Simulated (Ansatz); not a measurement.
## Electronic structure of H3OSi2 (SMILES [Si]=[O+][SiH3]) (charge +1) in real space

Input file:

```
basis:
  gaussian: {orbitals: def2-TZVPD}
crystal:
  periodic: [false, false, false]
  atoms:
    - {symbol: O, position_ang: [-0.761601, 0.816646, 1.670394]}
    - {symbol: Si, position_ang: [-1.361072, 1.383844, 2.978257]}
    - {symbol: Si, position_ang: [-0.082545, 0.175664, 0.191103]}
    - {symbol: H, position_ang: [0.381515, 1.373280, -0.525446]}
    - {symbol: H, position_ang: [0.992059, -0.712942, 0.658740]}
    - {symbol: H, position_ang: [-1.216765, -0.515055, -0.440981]}
total_charge: 1
hamiltonian: {xc: {name: PBE0}}
output: {forces: true, orbitals: {seedname: orbitals}}
```

Launched as:

```sh
ansatz run input.yaml --threads 2 --pin off --max-ram 4350MiB --events-out events.jsonl --progress --plain --runs-dir runs
```

Geometry: r2SCAN-D4/def2-TZVP.

All numbers below come from Ansatz, isolated molecule in a Gaussian basis; Kohn-Sham density functional theory, functional PBE0.

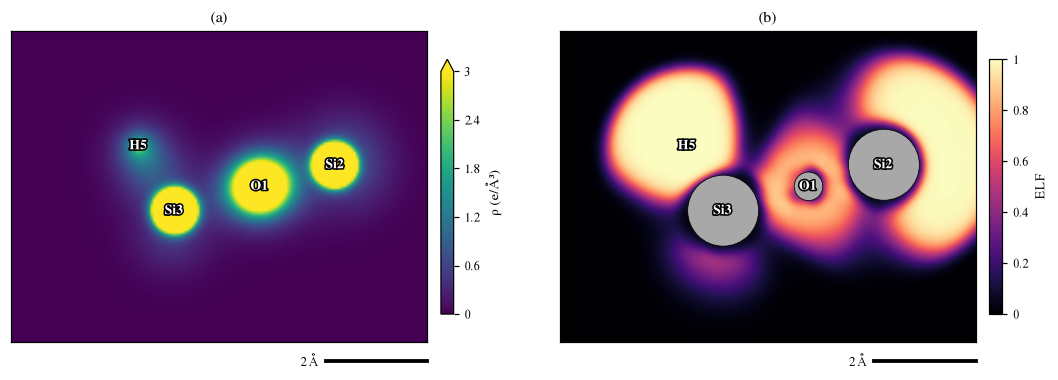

Figure 1. (a) total electron density; (b) ELF on the plane of atoms O1, Si3 and H5. Grey discs cover the atomic cores in the ELF map.

> What do the fields say about this system?

- Atoms in the plane: O, Si and H.
- Si–O (1.55 Å): ρ at the midpoint is about 1.4 e/Å³; the ELF peaks at about 0.85 between the atoms: a polar covalent bond.
- Si–H (1.47 Å): ρ is about 0.87 e/Å³ halfway; the ELF climbs to about 1 towards the hydrogen, as it does in any bond to H.
- Si–O (1.75 Å): the density is about 0.87 e/Å³ at the midpoint; the ELF peaks at about 0.90 between the atoms: a polar covalent bond.
- The ELF also peaks beside O1 and Si2, away from the bonds: lone-pair regions.

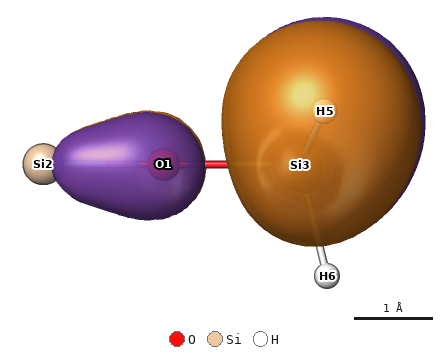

Figure 2. The HOMO at ±0.08 Å⁻³ᐟ² (orange and purple are the two phases), seen across its widest extent.

> Where does this orbital lie, and at what energy?

It lies mainly on Si3 (about 40 %), H4 (about 25 %), H5 (about 25 %) and O1 (about 5 %). It is one of a degenerate set, so its orientation is arbitrary. Its energy is −14.49 eV.
